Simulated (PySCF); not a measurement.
# C4H6O2 (SMILES O=CCC1CO1): levels of theory compared

We compute a comparison of 4 runs (HF/STO-3G, HF/6-31G, PBE0/def2-SVP, BP86/6-31+G*) of C4H6O2. Input form: a Python script.

The results are computed with PySCF 2.14.0.

### 1 The molecule

C4H6O2: 12 atoms, total charge 0, spin state singlet. SMILES: `O=CCC1CO1`. Geometry: relaxed at GFN2-xTB. This is one conformer, not always the lowest.

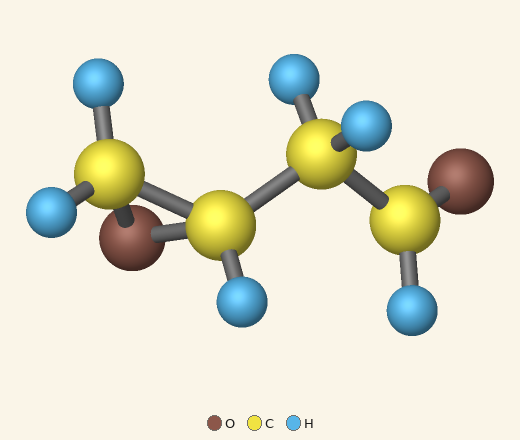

The structure, seen from a chosen angle (oxygen brown, carbon yellow, hydrogen blue).

### 2 Energy and forces at HF/STO-3G (run 1)

Contents of input.py:

```python
from pyscf import gto, scf

system = gto.M(
    atom='''
O     -4.111269     1.253153     3.594259
C     -2.783831     1.636106     1.806257
C     -0.139046     0.625575     1.493394
C      0.474737     0.043596    -1.236958
C      2.279331    -1.943791    -1.909341
O     -0.325694    -2.270430    -2.212170
H     -3.418590     2.834022     0.211271
H      1.158421     2.086881     2.173223
H      0.088231    -1.051973     2.671374
H      0.267056     1.634632    -2.525524
H      3.363731    -1.790704    -3.640444
H      3.146923    -3.057048    -0.425302
''',
    unit='bohr',
    basis='sto-3g',
    max_memory=1860,
    verbose=3,
)

calc0 = scf.RHF(system)
calc0.conv_tol = 1e-10
calc0.kernel()
if not calc0.converged:
    calc0 = calc0.newton().run(calc0.mo_coeff, calc0.mo_occ)

energy = calc0.e_tot
print('Final energy', energy)
grad = calc0.nuc_grad_method().kernel()
calc0.analyze()
```

Started as:

```sh
$ OMP_NUM_THREADS=1 python input.py
```

Log:

```text
converged SCF energy = -300.727861710196
Final energy -300.72786171019646
--------------- RHF gradients ---------------
         x                y                z
0 O     0.0282937919     0.0095389343    -0.0387452466
1 C     0.0007967808    -0.0204801435     0.0384715361
2 C    -0.0220611988     0.0014408405    -0.0166756034
3 C    -0.0024430515    -0.0347667684    -0.0022811878
4 C    -0.0341873245     0.0093684719     0.0034656556
5 O     0.0440530802     0.0363795032     0.0164419775
6 H    -0.0001716148     0.0003632134    -0.0017011133
7 H    -0.0004811894     0.0047743728     0.0005491026
8 H    -0.0019634635    -0.0032566740     0.0023079178
9 H    -0.0015582884    -0.0028900289    -0.0009212863
10 H    -0.0051945011    -0.0008693172     0.0009180688
11 H    -0.0050830210     0.0003975957    -0.0018298208
----------------------------------------------
**** MO energy ****
MO #1   energy= -20.3018197220352  occ= 2
MO #2   energy= -20.2998130895589  occ= 2
MO #3   energy= -11.1301959512474  occ= 2
MO #4   energy= -11.113606841674   occ= 2
MO #5   energy= -11.101906928286   occ= 2
MO #6   energy= -11.071997191263   occ= 2
MO #7   energy= -1.39009928345652  occ= 2
MO #8   energy= -1.3476477039789   occ= 2
MO #9   energy= -1.00821409682463  occ= 2
MO #10  energy= -0.874105306112017 occ= 2
MO #11  energy= -0.8017570133006   occ= 2
MO #12  energy= -0.754731357040577 occ= 2
MO #13  energy= -0.66889269111571  occ= 2
MO #14  energy= -0.618856416721516 occ= 2
MO #15  energy= -0.597075105797369 occ= 2
MO #16  energy= -0.5582497409456   occ= 2
MO #17  energy= -0.541524476347132 occ= 2
MO #18  energy= -0.490954993020043 occ= 2
MO #19  energy= -0.483244038862465 occ= 2
MO #20  energy= -0.426197289088084 occ= 2
MO #21  energy= -0.3933728462316   occ= 2
MO #22  energy= -0.367342210232745 occ= 2
MO #23  energy= -0.332583351349593 occ= 2
MO #24  energy= 0.293221786852627  occ= 0
MO #25  energy= 0.452419418678559  occ= 0
MO #26  energy= 0.579362899254503  occ= 0
MO #27  energy= 0.611130708644547  occ= 0
MO #28  energy= 0.628743815033858  occ= 0
MO #29  energy= 0.667714423123171  occ= 0
MO #30  energy= 0.683738218069351  occ= 0
MO #31  energy= 0.686551348367631  occ= 0
MO #32  energy= 0.723686374114013  occ= 0
MO #33  energy= 0.770615648327889  occ= 0
MO #34  energy= 0.816495793404703  occ= 0
MO #35  energy= 0.844585379469381  occ= 0
MO #36  energy= 0.999573287200669  occ= 0
 ** Mulliken atomic charges  **
charge of    0O =     -0.13817
charge of    1C =      0.12341
charge of    2C =     -0.08642
charge of    3C =      0.04991
charge of    4C =     -0.00754
charge of    5O =     -0.16827
charge of    6H =      0.00913
charge of    7H =      0.04885
charge of    8H =      0.05063
charge of    9H =      0.03479
charge of   10H =      0.04217
charge of   11H =      0.04152
Dipole moment(X, Y, Z, Debye):  2.21790,  1.04292, -0.72730
```

Wall time 6 s (1 thread of Intel Xeon at 2.50GHz (Skylake/Cascade Lake), shared host); peak memory 0.12 GiB.

### 3 Energy and forces at HF/6-31G (run 2)

Contents of calc.py:

```python
from pyscf import gto, scf

mol = gto.M(
    atom='''
O       -2.175590       0.663140       1.902000
C       -1.473140       0.865790       0.955830
C       -0.073580       0.331040       0.790270
C        0.251220       0.023070      -0.654570
C        1.206170      -1.028610      -1.010380
O       -0.172350      -1.201460      -1.170630
H       -1.809040       1.499700       0.111800
H        0.613010       1.104330       1.150020
H        0.046690      -0.556680       1.413630
H        0.141320       0.865010      -1.336450
H        1.780010      -0.947600      -1.926440
H        1.665280      -1.617720      -0.225060
''',
    spin=0,
    basis='6-31g',
    max_memory=1860,
    verbose=4,
)

myscf = scf.RHF(mol)
myscf.conv_tol = 1e-10
myscf.kernel()
if not myscf.converged:
    myscf = myscf.newton().run(myscf.mo_coeff, myscf.mo_occ)

energy = myscf.e_tot
print(f'total energy: {energy:.8f} hartree')
grad = myscf.nuc_grad_method().kernel()
dip = myscf.dip_moment()
pop, q = myscf.mulliken_pop()
```

Started as:

```sh
$ OMP_NUM_THREADS=1 python calc.py
```

Log:

```text
PySCF version 2.14.0

[... 72 lines left out ...]
converged SCF energy = -304.466568447387
total energy: -304.46656845 hartree
[... 11 lines left out ...]
Dipole moment(X, Y, Z, Debye):  4.25051,  1.79463, -1.52742
[... 79 lines left out ...]
charge of   11H =      0.18841
```

Run time: 14 s. Hardware: 1 thread of Intel Xeon at 2.50GHz (Skylake/Cascade Lake), shared host; peak memory 0.14 GiB.

Run 3 isn't shown in full; the table further down has it.

### 4 Energy and forces at BP86/6-31+G(d) (spherical functions) (run 4)

Contents of run.py:

```python
# O=CCC1CO1
import pyscf.grad
from pyscf import gto, dft

mol = gto.Mole()
mol.atom = '''
O   -2.175590   0.663140   1.902000
C   -1.473140   0.865790   0.955830
C   -0.073580   0.331040   0.790270
C    0.251220   0.023070  -0.654570
C    1.206170  -1.028610  -1.010380
O   -0.172350  -1.201460  -1.170630
H   -1.809040   1.499700   0.111800
H    0.613010   1.104330   1.150020
H    0.046690  -0.556680   1.413630
H    0.141320   0.865010  -1.336450
H    1.780010  -0.947600  -1.926440
H    1.665280  -1.617720  -0.225060
'''
mol.max_memory = 1860
mol.verbose = 4
mol.basis = '6-31+g*'
mol.build()

mf = dft.RKS(mol)
mf.xc = 'bp86'
mf.grids.level = 5
mf.conv_tol = 1e-10
mf.kernel()
if not mf.converged:
    mf = mf.newton().run(mf.mo_coeff, mf.mo_occ)

energy = mf.e_tot
print('E(%s) = %.9f' % ('BP86', energy))
grad = mf.Gradients().kernel()
mf.analyze()
```

Started as:

```sh
$ OMP_NUM_THREADS=1 python run.py
```

Log:

```text
PySCF version 2.14.0

[... 107 lines left out ...]
DFT Exchange-Correlation Energy =      -41.104484954129894
[... 16 lines left out ...]
MO #15  energy= -0.437640960609417 occ= 2
[... 14 lines left out ...]
MO #30  energy= 0.0428990950021473 occ= 0
[... 14 lines left out ...]
MO #45  energy= 0.19478663893543   occ= 0
[... 14 lines left out ...]
MO #60  energy= 0.40722208495871   occ= 0
[... 14 lines left out ...]
MO #75  energy= 0.926634345891644  occ= 0
[... 14 lines left out ...]
MO #90  energy= 1.44185158449052   occ= 0
[... 14 lines left out ...]
MO #105 energy= 2.06589808363055   occ= 0
[... 14 lines left out ...]
MO #120 energy= 3.02293982173508   occ= 0
[... 135 lines left out ...]
Dipole moment(X, Y, Z, Debye):  3.34096,  1.16970, -1.28354
```

Run time: 2.1 min. Hardware: 1 thread of Intel Xeon at 2.50GHz (Skylake/Cascade Lake), shared host; peak memory 1.3 GiB.

### 5 Overview of the runs

| run | level | integration grid | energy (Eh) | dipole moment (D) | HOMO energy (eV) | LUMO energy (eV) | wall time |
| --- | --- | --- | --- | --- | --- | --- | --- |
| 1 | HF/STO-3G | – | -300.727862 | 2.56 | -9.05 | 7.98 | 6 s |
| 2 | HF/6-31G | – | -304.466568 | 4.86 | -11.36 | 3.77 | 14 s |
| 3 | PBE0/def2-SVP | 5 | -305.849231 | 3.60 | -7.38 | -0.63 | 1.7 min |
| 4 | BP86/6-31+G* (spherical functions) | 5 | -306.425199 | 3.77 | -6.07 | -2.14 | 2.1 min |

### 6 What came out

```
                       quantity          value
            run 4: total energy  -306.42520 Eh
           run 4: dipole moment         3.77 D
             run 4: HOMO energy       -6.07 eV
             run 4: LUMO energy       -2.14 eV
           run 4: HOMO–LUMO gap        3.93 eV
run 4: largest force on an atom     2.525 eV/Å
```

In words: The dipole moment (its size) runs from 2.56 D (HF/STO-3G) to 4.86 D (HF/6-31G). The HOMO–LUMO gap runs from 3.93 eV (BP86/6-31+G*) to 17.03 eV (HF/STO-3G). The two ends differ in method and basis. Totals of different functionals can't be ranked against each other. In run 1 the basis is minimal, so the values are rough. All runs together took 4.1 min, the longest 2.1 min.
